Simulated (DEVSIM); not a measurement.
System: abrupt InP n-p junction, at 300 K.

```csv
layer (left to right),material,thickness (μm),Nd (cm⁻³),Na (cm⁻³),τn (s),τp (s)
1,InP,21.0,2.5e16,-,2.2e-8,6.6e-10
2,InP,31.0,-,4e17,2.2e-8,2.2e-8
```

Left contact: ohmic. Right contact: ohmic. Voltage is applied to the left contact. Recombination: SRH at mid-gap, radiative. Mobility is μmin + (μ − μmin)/(1 + (N/Nref)^α).

This is a model device: material constants are rounded textbook-type values typed into the input, and sizes, dopings and lifetimes were drawn at random. Values at 300 K.

```tsv
parameter	InP
gap (eV)	1.344
affinity (eV)	4.38
permittivity	12.5
Nc (cm⁻³)	5.7e17
Nv (cm⁻³)	1.1e19
μn (cm²/Vs)	5200
μp (cm²/Vs)	170
μn,min	400
μp,min	10
Nref,n	3e17
Nref,p	4.9e17
αn	0.47
αp	0.62
B (cm³/s)	1.2e-10
```

Model (solved in DEVSIM): 1D drift-diffusion, Boltzmann statistics, complete ionisation; no tunnelling, impact ionisation, image-force lowering or self-heating.

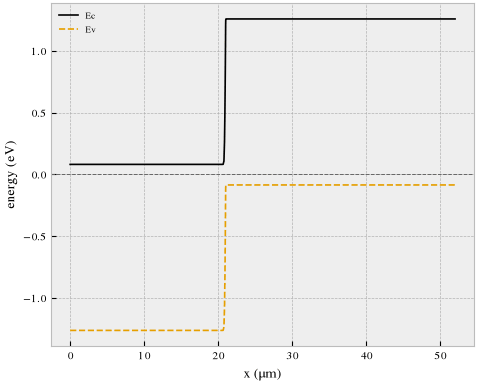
*Band edges at zero bias*

Energies count from the Fermi level of the right contact; mesh points crowd at the junctions.

```json
[
 {"x (μm)": "0.000", "Ec (eV)": "0.081", "Ev (eV)": "-1.263", "n (cm⁻³)": "2.5e16", "p (cm⁻³)": "< 1e2", "field (V/cm)": "≈ 0"},
 {"x (μm)": "0.04819", "Ec (eV)": "0.081", "Ev (eV)": "-1.263", "n (cm⁻³)": "2.5e16", "p (cm⁻³)": "< 1e2", "field (V/cm)": "≈ 0"},
 {"x (μm)": "0.1929", "Ec (eV)": "0.081", "Ev (eV)": "-1.263", "n (cm⁻³)": "2.5e16", "p (cm⁻³)": "< 1e2", "field (V/cm)": "≈ 0"},
 {"x (μm)": "0.6275", "Ec (eV)": "0.081", "Ev (eV)": "-1.263", "n (cm⁻³)": "2.5e16", "p (cm⁻³)": "< 1e2", "field (V/cm)": "≈ 0"},
 {"x (μm)": "2.686", "Ec (eV)": "0.081", "Ev (eV)": "-1.263", "n (cm⁻³)": "2.5e16", "p (cm⁻³)": "< 1e2", "field (V/cm)": "≈ 0"},
 {"x (μm)": "8.114", "Ec (eV)": "0.081", "Ev (eV)": "-1.263", "n (cm⁻³)": "2.5e16", "p (cm⁻³)": "< 1e2", "field (V/cm)": "≈ 0"},
 {"x (μm)": "16.36", "Ec (eV)": "0.081", "Ev (eV)": "-1.263", "n (cm⁻³)": "2.5e16", "p (cm⁻³)": "< 1e2", "field (V/cm)": "≈ 0"},
 {"x (μm)": "19.95", "Ec (eV)": "0.081", "Ev (eV)": "-1.263", "n (cm⁻³)": "2.5e16", "p (cm⁻³)": "< 1e2", "field (V/cm)": "≈ 0"},
 {"x (μm)": "20.67", "Ec (eV)": "0.081", "Ev (eV)": "-1.263", "n (cm⁻³)": "2.4e16", "p (cm⁻³)": "< 1e2", "field (V/cm)": "210"},
 {"x (μm)": "20.91", "Ec (eV)": "0.497", "Ev (eV)": "-0.847", "n (cm⁻³)": "2.5e9", "p (cm⁻³)": "65000", "field (V/cm)": "53000"},
 {"x (μm)": "20.98", "Ec (eV)": "1.035", "Ev (eV)": "-0.309", "n (cm⁻³)": "< 1e2", "p (cm⁻³)": "7.0e13", "field (V/cm)": "82000"},
 {"x (μm)": "21.04", "Ec (eV)": "1.258", "Ev (eV)": "-0.087", "n (cm⁻³)": "< 1e2", "p (cm⁻³)": "3.9e17", "field (V/cm)": "1300"},
 {"x (μm)": "21.15", "Ec (eV)": "1.258", "Ev (eV)": "-0.086", "n (cm⁻³)": "< 1e2", "p (cm⁻³)": "4.0e17", "field (V/cm)": "≈ 0"},
 {"x (μm)": "21.51", "Ec (eV)": "1.258", "Ev (eV)": "-0.086", "n (cm⁻³)": "< 1e2", "p (cm⁻³)": "4.0e17", "field (V/cm)": "≈ 0"},
 {"x (μm)": "23.29", "Ec (eV)": "1.258", "Ev (eV)": "-0.086", "n (cm⁻³)": "< 1e2", "p (cm⁻³)": "4.0e17", "field (V/cm)": "≈ 0"},
 {"x (μm)": "27.91", "Ec (eV)": "1.258", "Ev (eV)": "-0.086", "n (cm⁻³)": "< 1e2", "p (cm⁻³)": "4.0e17", "field (V/cm)": "≈ 0"},
 {"x (μm)": "40.35", "Ec (eV)": "1.258", "Ev (eV)": "-0.086", "n (cm⁻³)": "< 1e2", "p (cm⁻³)": "4.0e17", "field (V/cm)": "≈ 0"},
 {"x (μm)": "48.14", "Ec (eV)": "1.258", "Ev (eV)": "-0.086", "n (cm⁻³)": "< 1e2", "p (cm⁻³)": "4.0e17", "field (V/cm)": "≈ 0"},
 {"x (μm)": "51.09", "Ec (eV)": "1.258", "Ev (eV)": "-0.086", "n (cm⁻³)": "< 1e2", "p (cm⁻³)": "4.0e17", "field (V/cm)": "≈ 0"},
 {"x (μm)": "51.71", "Ec (eV)": "1.258", "Ev (eV)": "-0.086", "n (cm⁻³)": "< 1e2", "p (cm⁻³)": "4.0e17", "field (V/cm)": "≈ 0"},
 {"x (μm)": "51.92", "Ec (eV)": "1.258", "Ev (eV)": "-0.086", "n (cm⁻³)": "< 1e2", "p (cm⁻³)": "4.0e17", "field (V/cm)": "≈ 0"},
 {"x (μm)": "52.00", "Ec (eV)": "1.258", "Ev (eV)": "-0.086", "n (cm⁻³)": "< 1e2", "p (cm⁻³)": "4.0e17", "field (V/cm)": "≈ 0"}
]
```
